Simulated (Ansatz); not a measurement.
# SrFeO3 (Pm-3m): comparison of functionals at one structure from a Python script

How far apart do the functionals lie for SrFeO3 (Pm-3m) at one structure? A script is to give a comparison of functionals at one structure; the system is SrFeO3 (Pm-3m).

Program: Ansatz 0.2.0, driven from Python. The levels of theory stand in the script. These are calculated values, not measurements.

**1. The system**

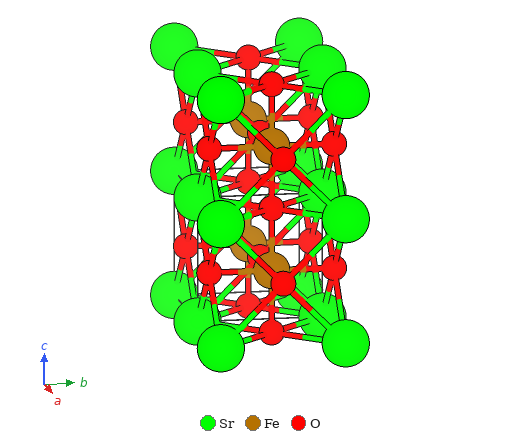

The structure that the script starts from, seen slightly off an axis (strontium green, iron orange, oxygen red). 2×1×2 cells are drawn. Atoms on cell faces are repeated.

No structure file is read: the coordinates are typed or built in the script.

**2. The script**

srfeo3_xc.py

```python
"""Functional comparison for SrFeO3 (totals differ with the potentials too)."""

import warnings

import ansatz
import numpy as np

warnings.simplefilter("ignore", ansatz.DeckWarning)

vectors = np.array([
    [3.828814, 0.0, 0.0],
    [0.0, 3.828814, 0.0],
    [0.0, 0.0, 3.828814],
])
xtal = (
    ansatz.Lattice.of(vectors)
    .atom("Sr", (0.0, 0.0, 0.0))
    .atom("Fe", (0.5, 0.5, 0.5))
    .atom("O", (0.0, 0.5, 0.5))
    .atom("O", (0.5, 0.0, 0.5))
    .atom("O", (0.5, 0.5, 0.0))
    .moments(Fe=3.5)
)

setup = (
    xtal.calculation()
    .pseudopotentials("paw")
    .kpoints(length=20)
    .occupations(ansatz.OccupationsMethod.FERMI_DIRAC, width=0.05)
    .spin(ansatz.SpinTreatment.COLLINEAR)
    .stress()
)

rows = []
for value in ["blyp", "lda", "pbesol"]:
    report = setup.functional(value).run().report
    rows.append((value, report["free_energy_ev"] / len(report["lattice"]["sites"]), report["n_iterations"], sum(report["stress_gpa"][i][i] for i in range(3)) / 3, report["magnetization_mub"], report["n_kpoints"]))

print("  functional   F/atom (eV)    iterations       P (GPa)  moment (muB)      k-points")
for row in rows:
    print(f"{str(row[0]):>12s}  {row[1]:12.5f}  {row[2]:12d}  {row[3]:12.3f}  {row[4]:12.3f}  {row[5]:12d}")
```

**3. What the engine is handed**

The package turns the script's settings into the engine's input (first run):

```yaml
crystal:
  lattice:
    - [3.828814, 0.0, 0.0]
    - [0.0, 3.828814, 0.0]
    - [0.0, 0.0, 3.828814]
  atoms:
    - { symbol: Sr, position: [0.0, 0.0, 0.0] }
    - { symbol: Fe, position: [0.5, 0.5, 0.5] }
    - { symbol: O, position: [0.0, 0.5, 0.5] }
    - { symbol: O, position: [0.5, 0.0, 0.5] }
    - { symbol: O, position: [0.5, 0.5, 0.0] }
kpoints:
  mp_grid:
    grid: [5, 5, 5]
hamiltonian:
  xc: blyp
  pseudopotentials:
    kind: paw
magnetization:
  spin_polarized: true
  per_species:
    Fe: 3.5
scf:
  occupations:
    method: fermi_dirac
    width: 0.05
output:
  stress: true
```

**4. Running it**

Run with:

```bash
> python srfeo3_xc.py
```

The program printed:

```text
  functional   F/atom (eV)    iterations       P (GPa)  moment (muB)      k-points
        blyp   -1951.16183            12         6.027         3.089            10
         lda   -1906.60635            13       -13.123         3.091            10
      pbesol   -1925.27356            12        -7.060         3.101            10
```

It took 9.5 s on 1 thread of Arm Neoverse V2, shared host; peak memory 0.41 GiB.

**5. What changed from run to run**

The engine's inputs for the other runs:

Run 2, against run 1:

```diff
@@ -16 +16 @@
-  xc: blyp
+  xc: lda
```

Run 3, against run 1:

```diff
@@ -16 +16 @@
-  xc: blyp
+  xc: pbesol
```

**6. What each run gave**

One row for each of the 3 runs:

```
run  functional  energy (eV/atom)  pressure (GPa)  moment (μB/cell)  SCF cycles  CPU time (s)
  1        blyp        -1951.1618            6.03              3.09          12           3.1
  2         lda        -1906.6064          -13.12              3.09          13           2.8
  3      pbesol        -1925.2736           -7.06              3.10          12           2.8
```

Energies are free energies F = E - TS of the smeared occupations. Totals hang on method, basis and potentials, so only like runs compare.

**7. Outcome**

```
             quantity                          value
        runs compared                              3
pressure at this cell  -13.1 (lda) to 6.0 GPa (blyp)
```

**Reading.** From lowest to highest: LDA (-13.1 GPa), PBEsol (-7.1 GPa) and BLYP (6.0 GPa). At a fixed cell a lower pressure usually means a smaller equilibrium volume, so LDA prefers the smallest cell and BLYP the largest. Notes:
- For a metal this k-point mesh is coarse: on a finer one energies can move by several to tens of meV an atom and pressures by half a GPa or more, differences at one mesh by less.
- The overall sign of a collinear moment is arbitrary, and semilocal functionals can give small moments to compounds that are paramagnetic.
- With one magnetic atom the cell can hold only ferromagnetic order.
- Pressure is positive in compression.
- Without a Hubbard U or exact exchange, semilocal functionals often make such 3d compounds metallic or too weakly gapped.
- The structure comes from a database of computed cells and needn't be a stable or known phase.
- Total energies of different functionals can't be compared; pressures, moments and gaps at this one structure can.
